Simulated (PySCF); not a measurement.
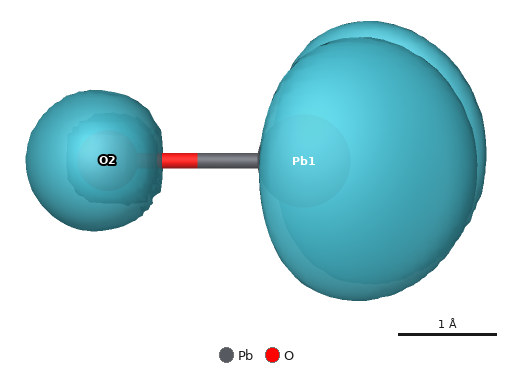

The picture shows: PbO (charge −1, doublet). Isosurface of the electron localisation function at 0.8 (cyan), seen from one side. Core shells and regions of very low density are left out.

Core potentials replace the inner electrons of Pb.

Computed with PBE0/def2-SVPD, non-relativistic Hamiltonian with scalar-relativistic core potentials where named, at a bond length of 2.016 Å in PySCF 2.14.0.

Where are the electrons localised?

The ELF exceeds this value in two lobes on Pb, pointing away from the bonds (non-bonding electrons) and one region wrapped around O (its valence shell). Profiles from the grid: Pb–O (2.02 Å): the ELF peaks at about 0.80 in the valence shell of O, 0.6 Å from its nucleus, and drops to about 0.15 between the two atoms.
